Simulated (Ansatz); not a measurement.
**BHLYP/6-31G(d) (spherical functions) run of C3H11AlO (SMILES C[Al-](C)(C)[OH2+])**

What is the electronic atomisation energy of C3H11AlO at BHLYP/6-31G* (spherical functions)? 

The results are computed with Ansatz 0.2.0.

71 further runs of the same task are left out: 2 that didn't finish, 69 set aside as unsound or not needed.

**1. Starting point**

The species is C3H11AlO (16 atoms), meant as a singlet with charge 0. SMILES: `C[Al-](C)(C)[OH2+]`. The shape is that of a PBE0-D4/def2-TZVP optimisation. This is one conformer, not always the lowest.

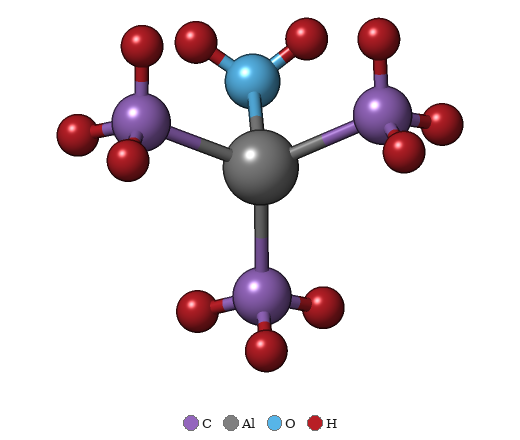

The structure, seen from a chosen angle (carbon purple, aluminium grey, oxygen blue, hydrogen red).

**2. A single-point energy at BHLYP/6-31G(d) (spherical functions)**

input.yaml reads:

```yaml
crystal:
  periodic: [false, false, false]
  atoms:
    - {symbol: C, position_ang: [-0.637980, 0.723110, -1.712710]}
    - {symbol: Al, position_ang: [0.085580, -0.140530, -0.085580]}
    - {symbol: C, position_ang: [1.698930, 0.654370, 0.740480]}
    - {symbol: C, position_ang: [-0.210750, -2.071140, 0.142530]}
    - {symbol: O, position_ang: [-1.268240, 0.678630, 1.227590]}
    - {symbol: H, position_ang: [-0.585750, 1.818080, -1.686750]}
    - {symbol: H, position_ang: [-0.069050, 0.414640, -2.597260]}
    - {symbol: H, position_ang: [-1.679210, 0.445600, -1.917720]}
    - {symbol: H, position_ang: [1.843550, 0.343900, 1.782560]}
    - {symbol: H, position_ang: [1.707300, 1.750610, 0.717030]}
    - {symbol: H, position_ang: [2.601530, 0.334090, 0.207600]}
    - {symbol: H, position_ang: [-0.016600, -2.405220, 1.167190]}
    - {symbol: H, position_ang: [0.454110, -2.651670, -0.507280]}
    - {symbol: H, position_ang: [-1.233710, -2.369370, -0.110180]}
    - {symbol: H, position_ang: [-0.808840, 1.221910, 1.877580]}
    - {symbol: H, position_ang: [-1.880870, 1.252980, 0.754900]}
basis:
  gaussian:
    orbitals: 6-31G_st_-spherical.json
total_charge: 0
hamiltonian:
  xc: {name: BHLYP}
accuracy: high
output:
  orbitals: {seedname: orbitals}
```

The basis set 6-31G* is read from a file made from the Basis Set Exchange's data (not shown).

On the command line:

```
$ ansatz run input.yaml --threads 1 --pin off --max-ram 3480MiB --events-out events.jsonl --progress --plain --runs-dir runs
```

What it wrote:

```text
Warning: RAYON_NUM_THREADS=1 ignored (pool sized by the plan → 1); use --threads N
Functional definition: BHLYP
  name "BHLYP"
  parameter a = 0.5
  exchange = (1 - a)*b88_x + a*exact_x
  correlation = lyp_c
2389 factors; integrals over basis functions are off by at most 5.8e-9 eV
mean field evaluation 1: about -11922.1439 eV, gradient 6.5e1 eV
mean field evaluation 2: about -11924.9262 eV, gradient 5.4e1 eV
mean field evaluation 4: about -11931.4821 eV, gradient 1.8e0 eV
mean field evaluation 8: about -11931.5415 eV, gradient 5.7e-2 eV
mean field evaluation 16: about -11931.5416 eV, gradient 3.3e-6 eV
mean field -11931.54156038 eV, -438.4760648546 hartree, gradient 4.5e-8 eV, S^2 0.000000; 0 other end points of the search recorded, 0 dependent functions left out
reference -11931.54159298 eV, -438.4760660526 hartree; 25, 25 occupied and 71, 71 virtual orbitals, 2389 factors
Total energy: -11931.54159298 eV, -438.4760660526 hartree
```

Run time: 14 s. Hardware: 1 thread of Arm Neoverse V1, shared host; peak memory 0.39 GiB.

**3. The Al atom**

molecule.yaml reads:

```yaml
crystal:
  periodic: [false, false, false]
  atoms:
    - symbol: Al
      position_ang: [0.000000, 0.000000, 0.000000]
basis:
  gaussian: {orbitals: 6-31G_st_-spherical.json}
magnetization: {spin_polarized: true, initial_magnetization: 1}
hamiltonian: {xc: {name: BHLYP}}
accuracy: high
```

The basis set 6-31G* is read from a file made from the Basis Set Exchange's data (not shown).

Run the same way, it converges to -242.35044 Eh (log not shown).

**4. The C atom, same level**

input.yaml reads:

```yaml
crystal:
  periodic: [false, false, false]
  atoms:
    - symbol: C
      position_ang: [0.000000, 0.000000, 0.000000]
basis:
  gaussian: {orbitals: 6-31G_st_-spherical.json}
total_charge: 0
magnetization: {spin_polarized: true, initial_magnetization: 2}
hamiltonian: {xc: {name: BHLYP}}
accuracy: high
```

The basis set 6-31G* is read from a file made from the Basis Set Exchange's data (not shown).

Run the same way, it converges to -37.83454 Eh (log not shown).

**5. The H atom**

input.yaml reads:

```yaml
basis:
  gaussian:
    orbitals: "6-31G*"
crystal:
  periodic: [false, false, false]
  atoms:
    - {symbol: H, position_ang: [0.000000, 0.000000, 0.000000]}
magnetization:
  spin_polarized: true
  initial_magnetization: 1
hamiltonian:
  xc: {name: BHLYP}
accuracy: high
```

On the command line:

```
$ ansatz run input.yaml --threads 1 --pin off --max-ram 3480MiB --events-out events.jsonl --progress --plain --runs-dir runs
```

What it wrote:

```text
Warning: RAYON_NUM_THREADS=1 ignored (pool sized by the plan → 1); use --threads N
[... 5 set-up lines as earlier in the session ...]
3 factors; integrals over basis functions are off by at most 5.4e-10 eV
mean field evaluation 1: about -13.5143 eV, gradient 7.8e-1 eV
mean field evaluation 2: about -13.5199 eV, gradient 1.3e-1 eV
mean field evaluation 4: about -13.5195 eV, gradient 9.6e-5 eV
mean field evaluation 8: about -13.5195 eV, gradient 6.1e-10 eV
mean field -13.51953907 eV, -0.4968338969 hartree, gradient 6.4e-9 eV, S^2 0.750000; 0 other end points of the search recorded, 0 dependent functions left out
reference -13.51955128 eV, -0.4968343455 hartree; 1, 0 occupied and 1, 2 virtual orbitals, 3 factors
Total energy: -13.51955128 eV, -0.4968343455 hartree
```

It took 0.12 s on 1 thread of Arm Neoverse V1, shared host.

**6. The O atom at the same level**

job.yaml reads:

```yaml
crystal:
  periodic: [false, false, false]
  atoms:
    - symbol: O
      position_ang: [0.000000, 0.000000, 0.000000]
basis:
  gaussian: {orbitals: 6-31G_st_-spherical.json}
magnetization: {spin_polarized: true, initial_magnetization: 2}
hamiltonian: {xc: {name: BHLYP}}
accuracy: high
```

The basis set 6-31G* is read from a file made from the Basis Set Exchange's data (not shown).

Run the same way, it converges to -75.04275 Eh (log not shown).

**7. Summary of results**

At BHLYP/6-31G* (spherical functions):

```
                     quantity          value
       molecule: total energy  -438.47607 Eh
        molecule: HOMO energy       -7.84 eV
        molecule: LUMO energy        1.20 eV
      molecule: HOMO–LUMO gap        9.04 eV
        Al atom: total energy  -242.35044 Eh
                Al atom: ⟨S²⟩          0.753
         C atom: total energy   -37.83454 Eh
                 C atom: ⟨S²⟩          2.003
         H atom: total energy    -0.49683 Eh
                 H atom: ⟨S²⟩          0.750
         O atom: total energy   -75.04275 Eh
                 O atom: ⟨S²⟩          2.003
electronic atomisation energy      57.527 eV
```

Taking the molecule apart into free atoms costs 57.53 eV (5551 kJ/mol), before zero-point energy and without spin-orbit coupling.
